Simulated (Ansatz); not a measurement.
The figure comes from a scan of Te (trigonal-Te type, space group P3_121): one Te atom of a 3-atom cell moves by u along (1.00, 0.00, 0.00) and v along (0.00, 1.00, 0.00). The numbers are results of r2SCAN (plane waves to 500 eV, PAW, scalar-relativistic; Ansatz, a quantum-chemistry and plane-wave program), not measurements. k mesh 7×7×5 (Γ-centred), Fermi-Dirac smearing 0.05 eV. As the smearing reaches across the gap at some points, energies and forces of such displacements shift with the k mesh and the smearing. Fu and Fv are the components of the force on the atom. Spin-orbit coupling is left out, though Te is heavy. Te was relaxed with its symmetry unable to fall. 

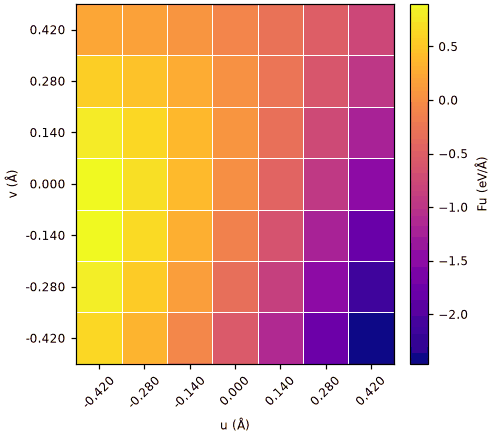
*Fu (eV/Å), one tile a computed point.*

Task: Read the plotted values off the figure, to the accuracy that the plot allows.

Result: To the nearest 0.5:

Fu (eV/Å), with u across and v down:

```tsv
v \ u	-0.420	-0.280	-0.140	0.000	0.140	0.280	0.420
-0.420	0.5	0.5	0.0	-0.5	-1.0	-2.0	-2.5
-0.280	1.0	0.5	0.0	-0.5	-1.0	-1.5	-2.0
-0.140	1.0	0.5	0.5	0.0	-0.5	-1.0	-2.0
0.000	1.0	0.5	0.5	0.0	-0.5	-1.0	-1.5
0.140	1.0	0.5	0.5	0.0	-0.5	-1.0	-1.0
0.280	0.5	0.5	0.5	0.0	-0.5	-0.5	-1.0
0.420	0.0	0.0	0.0	0.0	-0.5	-0.5	-1.0
```

(A displaced cell: forces are minus the slopes of the energy, force constants its curvatures, and phonons follow from these.)
